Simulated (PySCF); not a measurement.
**C$_{6}$H$_{13}$N (hexamethyleneimine): density, localisation and related maps**

Input

```
{"job": {"kind": "nmr", "xc": "PBE0", "basis": "pcSseg-1", "every": 1, "pop": false}, "charge": 0, "multiplicity": 1}
C      0.549858    -1.551905    -0.127055
C      1.469956    -0.356411     0.118545
C      1.086941     0.854841    -0.732765
C      0.024469     1.753152    -0.087891
N     -0.893366     1.032563     0.793920
C     -1.546859    -0.092855     0.119896
C     -0.835722    -1.396096     0.492420
H      1.011720    -2.449476     0.291933
H      0.451851    -1.707469    -1.204866
H      2.490875    -0.652557    -0.134869
H      1.445059    -0.082138     1.173061
H      0.731492     0.501490    -1.703291
H      1.970495     1.468398    -0.920961
H     -0.509291     2.290026    -0.890670
H      0.516482     2.502195     0.541135
H     -1.627129     1.710515     0.986281
H     -2.578753    -0.163769     0.476797
H     -1.578275     0.033734    -0.970955
H     -1.457351    -2.241810     0.188839
H     -0.744439    -1.413492     1.579503
```

Run with:

```sh
OMP_NUM_THREADS=1 python ens_run.py task.json out
```

Geometry: GFN2-xTB, coordinate held.

Level of theory: PBE0/pcSseg-1, SCF density, gas phase, non-relativistic in PySCF.

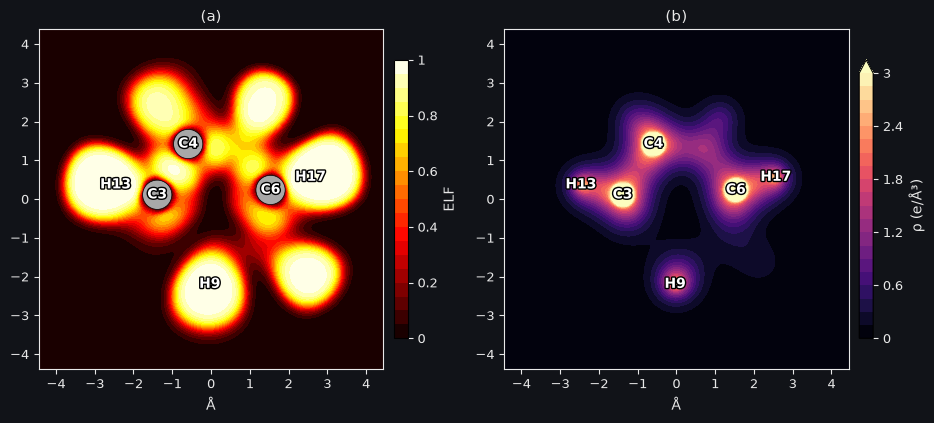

Figure 1. (a) ELF; (b) electron density on the plane of atoms C4, C3 and H13. Grey discs cover the atomic cores in the ELF map.

> What does the map show?

- The plane passes through C and H nuclei.
- C–C (1.53 Å): the density is about 1.6 e/Å³ at the midpoint; the ELF peaks at about 0.95 between the atoms; localised, covalent bonding.
- C–H (1.09 Å): ρ at the midpoint is about 2 e/Å³; the ELF climbs to about 1 towards the hydrogen, as it does in any bond to H: an ordinary covalent bond to hydrogen.

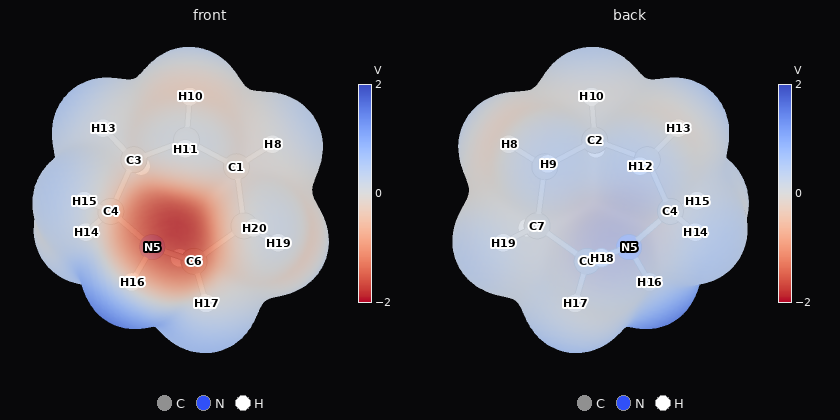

Figure 2. The molecular electrostatic potential painted on the density surface at 0.002 e/bohr³, seen from the front and from behind; the colour scale runs from red (negative) to blue (positive).

> Where is the surface potential most negative and most positive?

The most negative region (about −1.7 V) lies over N5, the most positive (about +1.3 V) over H16. N5 is the likeliest acceptor of a hydrogen bond.
